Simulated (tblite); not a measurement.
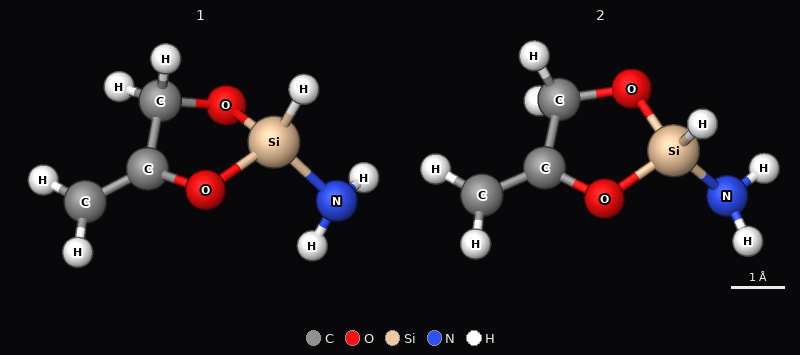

Two geometries of C₃H₇NO₂Si, drawn at one scale. One is the start of a relaxation, the other its converged end. A ball-and-stick model, seen face on.

Level of theory: tblite 0.8.0, GFN2-xTB geometry optimisation, gas phase. 

### Which one is relaxed?

Structure 2 is the relaxed one. The energy falls by 86.6 kJ/mol in 114 geometry steps. The largest moves after the best rigid fit, 0.75 Å, are those of H atoms. Largest moves by element: H 0.75 Å, O 0.56 Å, N 0.46 Å, C 0.27 Å, Si 0.17 Å. Among the contacts that change: O–Si 1.752 → 1.649 Å, O–Si 1.732 → 1.636 Å, N–Si 1.794 → 1.718 Å, H–N 1.050 → 1.007 Å. Bond angles that change, for instance: C–O–Si 99.7° → 111.5°, C–O–Si 102.9° → 111.6°, O–Si–H 114.5° → 107.9°. Groups turn about C–C by about 50°, C–O by about 45°, O–Si by about 25°. Cost: 0.52 s on 1 thread of Arm Neoverse V2, with other jobs on the host.
